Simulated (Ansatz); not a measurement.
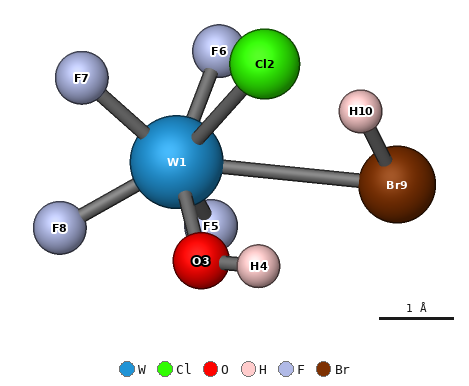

The input geometry (ball-and-stick view, seen at a tilt; atoms are numbered from 1 in the order of the input). Sticks mark near contacts. Bond lengths as drawn: Br–H 1.62 Å, Br–W 3.02 Å, Cl–W 2.64 Å, F–W 1.86 to 1.87 Å, H–O 0.98 Å and O–W 1.86 Å.

## Run report: WH₂BrClOF₄, frequency calculation

WH₂BrClOF₄, computed with RKS PBE/def2-SVP (Ansatz 0.2.0).

It belongs to a series of runs on one base structure; here: vibrations at the highest image of the band. Figures and captions count atoms from 1; the log counts them from 0 in places.

## Input file
```yaml
crystal:
  periodic: [false, false, false]
  atoms:
    - { symbol: W, position_ang: [0.088585, -0.002075, -0.152852] }
    - { symbol: Cl, position_ang: [0.643408, -0.664739, 2.337619] }
    - { symbol: O, position_ang: [1.927298, -0.269382, -0.232936] }
    - { symbol: H, position_ang: [2.582418, -0.066372, 0.46716] }
    - { symbol: F, position_ang: [-0.078597, 1.557636, -1.171252] }
    - { symbol: F, position_ang: [-1.396565, 0.690495, 0.736965] }
    - { symbol: F, position_ang: [-0.73617, -1.65639, 0.135067] }
    - { symbol: F, position_ang: [0.000959, -0.707257, -1.885587] }
    - { symbol: Br, position_ang: [1.233039, 2.288271, 1.452149] }
    - { symbol: H, position_ang: [1.049027, 0.947111, 2.340166] }
basis:
  gaussian: { orbitals: def2-SVP }
hamiltonian:
  xc: pbe
phonons: {}
```

Run on 4 threads of Arm Neoverse V2, 24 GiB of memory available, shared host.

Command:
```bash
ansatz run input.yaml --threads 4 --pin off --max-ram 5120MiB --backend cpu --events-out ev --progress --plain --runs-dir out
```

## Output
```
Engine: ansatz 0.2.0, aarch64-unknown-linux-gnu
Functional definition: PBE
  parameter kappa = 0.804
  parameter beta = 0.06672455060314922
  exchange = pbe_x(kappa = kappa, mu = beta*pi^2/3)
  correlation = pbe_c(beta = beta)
1698 factors; their error is unknown
mean field evaluation 1: about -97283.7161 eV, gradient 9.4e1 eV
mean field evaluation 2: about -97013.3264 eV, gradient 3.4e2 eV
mean field evaluation 4: about -97294.7797 eV, gradient 5.4e1 eV
mean field evaluation 8: about -97299.8773 eV, gradient 1.8e0 eV
mean field evaluation 16: about -97299.7559 eV, gradient 5.2e-2 eV
mean field -97299.75593456 eV, -3575.7000784519 hartree, gradient 2.4e-5 eV, S^2 0.000000; 0 other end points of the search recorded, 0 dependent functions left out
the calculation of the forces begins
reference -97299.75600245 eV, -3575.7000809468 hartree; 56, 56 occupied and 106, 106 virtual orbitals, 1698 factors
these checks for a lower state are left out or cut short: stability, starts, cluster_reference, orbital_swaps, neighbouring_geometries, increment
1698 factors; their error is unknown
mean field evaluation 32: about -97299.7557 eV, gradient 2.0e-6 eV
mean field -97299.75571519 eV, -3575.7000703899 hartree, gradient 2.0e-6 eV, S^2 0.000000; 0 other end points of the search recorded, 0 dependent functions left out
[... from here on the field's lines of each further geometry are left out, up to the last ...]
the calculation of the forces begins
reference -97299.75594822 eV, -3575.7000789536 hartree; 56, 56 occupied and 106, 106 virtual orbitals, 1698 factors
these checks for a lower state are left out or cut short: stability, starts, cluster_reference, orbital_swaps, neighbouring_geometries, increment
1698 factors; their error is unknown
mean field -97299.75596010 eV, -3575.7000793903 hartree, gradient 2.1e-6 eV, S^2 0.000000; 0 other end points of the search recorded, 0 dependent functions left out
the calculation of the forces begins
reference -97299.75602799 eV, -3575.7000818852 hartree; 56, 56 occupied and 106, 106 virtual orbitals, 1698 factors
WARN: phonons: modes at or below zero, which the zero-point energy, F, S and C_V leave out: 1, the lowest at -101.37 cm⁻¹. A minimum has none, and a first-order saddle one
Total energy: -97299.75600245 eV, -3575.7000809468 hartree
Atom 0 at     0.088585    -0.002075    -0.152852 Å, force    -0.007648     0.006466     0.046876 eV/Å
Atom 1 at     0.643408    -0.664739     2.337619 Å, force    -0.007443    -0.009768    -0.012668 eV/Å
Atom 2 at     1.927298    -0.269382    -0.232936 Å, force     0.039127     0.000815     0.014628 eV/Å
Atom 3 at     2.582418    -0.066372     0.467160 Å, force    -0.017431    -0.002919    -0.014288 eV/Å
Atom 4 at    -0.078597     1.557636    -1.171252 Å, force     0.003661     0.024616    -0.004381 eV/Å
Atom 5 at    -1.396565     0.690495     0.736965 Å, force    -0.018635    -0.010015     0.001891 eV/Å
Atom 6 at    -0.736170    -1.656390     0.135067 Å, force     0.002890    -0.016261     0.002814 eV/Å
Atom 7 at     0.000959    -0.707257    -1.885587 Å, force    -0.002134     0.000370    -0.009723 eV/Å
Atom 8 at     1.233039     2.288271     1.452149 Å, force     0.017875    -0.016546    -0.009194 eV/Å
Atom 9 at     1.049027     0.947111     2.340166 Å, force    -0.010262     0.023242    -0.015954 eV/Å
Dipole moment:     0.512115     0.035292     0.172970 e Å
Vibrations: -101.37 73.79 91.85 101.62 149.02 185.50 214.72 245.38 274.35 293.59 307.18 314.56 384.34 393.85 583.55 608.10 643.61 660.68 693.19 698.85 757.11 781.39 1213.41 3675.21 cm⁻¹, zero-point energy 0.827276 eV
```

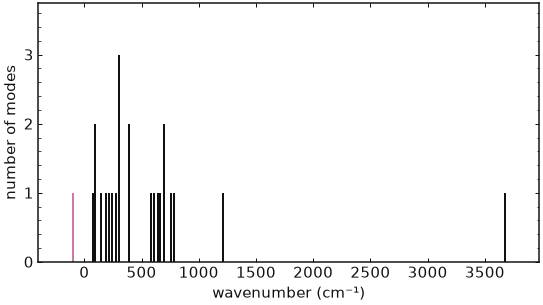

Harmonic vibrational wavenumbers from the force constants; neighbouring modes closer than 17 cm⁻¹ are counted in one stick, and imaginary ones are drawn at negative wavenumbers. 24 modes from 101i to 3675 cm⁻¹, 1 imaginary beyond 8i (101i cm⁻¹): a first-order saddle point, if the geometry is stationary.

## Key numbers

```json
{"quantity": "outcome", "value": "converged"}
{"quantity": "total energy", "value": "−97299.7560 eV"}
{"quantity": "mean-field energy", "value": "−97299.7560 eV"}
{"quantity": "largest force (length of the vector)", "value": "0.048 eV/Å"}
{"quantity": "wall time", "value": "1.8 min (CPU time 6.9 min)"}
{"quantity": "peak memory", "value": "0.26 GiB"}
```
